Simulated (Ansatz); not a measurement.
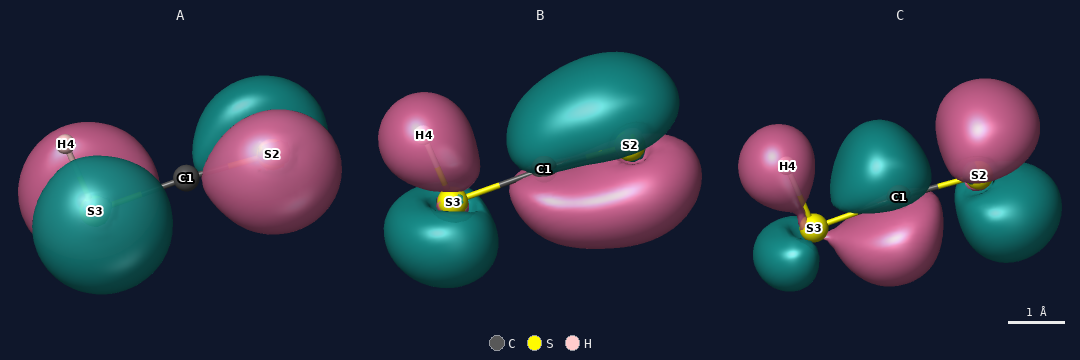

Figure 1: CHS2 (SMILES S=C=[SH+]) (charge +1). Three frontier orbitals at ±0.1 Å⁻³ᐟ² (teal and pink are the two phases), in no order.

Geometry: B3LYP-D4/def2-TZVP.

Theory: Ansatz, isolated molecule in a Gaussian basis; Kohn-Sham density functional theory, functional PBE0.

**Which picture is the HOMO−1, the HOMO and the LUMO?**

B is the HOMO−1 (−16.18 eV). Its weight (Hirshfeld) is mainly on S2 (about 50 %), C1 (about 20 %), S3 (about 20 %) and H4 (about 5 %); it is symmetric in the molecular plane (an in-plane orbital: σ, lone-pair or in-plane π type); largely a combination of lone pairs on S2 and S3. A is the HOMO (−14.46 eV). It lies mainly on S3 (about 55 %) and S2 (about 35 %); it changes sign across the molecular plane (π type). C is the LUMO (−9.31 eV). Its weight (Hirshfeld) is mainly on S2 (about 45 %), C1 (about 35 %) and S3 (about 15 %); it is symmetric in the molecular plane (an in-plane orbital: σ, lone-pair or in-plane π type).

**What is the HOMO–LUMO gap?**

5.15 eV between the orbital energies.
